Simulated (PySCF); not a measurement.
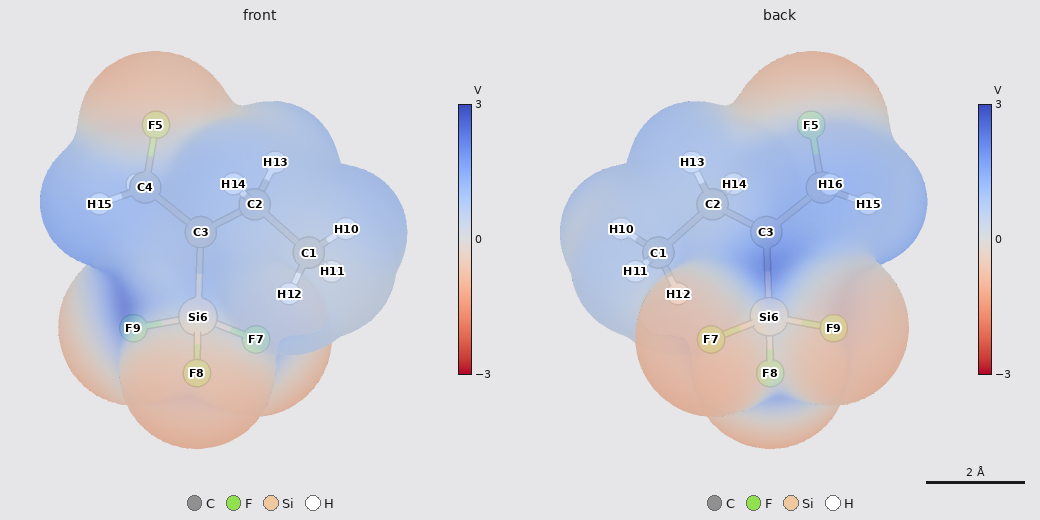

Figure 1: C₄H₇F₄Si (SMILES CC[C](CF)[Si](F)(F)F) (doublet). The molecular electrostatic potential painted on the density surface at 0.002 e/bohr³, seen from the front and from behind; the colour scale runs from red (negative) to blue (positive).

Geometry: GFN2-xTB.

Theory: PySCF, UKS B3LYP, pcH-1 on C F H Si, non-relativistic, mean-field spin-orbit, GIAO.

Input

```
{"job": {"kind": "epr", "basis": "pcH-1"}, "charge": 0, "multiplicity": 2}
C      1.852316    -0.798815    -0.100731
C      1.087765     0.505540     0.057645
C     -0.389852     0.362620     0.044324
C     -1.191729     1.605025     0.239072
F     -0.404312     2.725206     0.298734
Si    -1.283825    -1.223356    -0.184692
F     -1.022321    -2.009046    -1.543651
F     -1.031479    -2.351732     0.909101
F     -2.855677    -0.981381    -0.160308
H      2.922392    -0.608584    -0.079920
H      1.607316    -1.276195    -1.046033
H      1.609796    -1.487545     0.704581
H      1.376625     1.205166    -0.738579
H      1.382886     1.003365     0.991288
H     -1.762495     1.575233     1.178600
H     -1.905003     1.763441    -0.580843
```

Command:

```sh
OMP_NUM_THREADS=1 python probes_run.py task.json out
```

### Where is the surface potential most negative and most positive?

The most negative region (about −0.9 V) lies over F7 and F8, the most positive (about +2.0 V) over Si6.
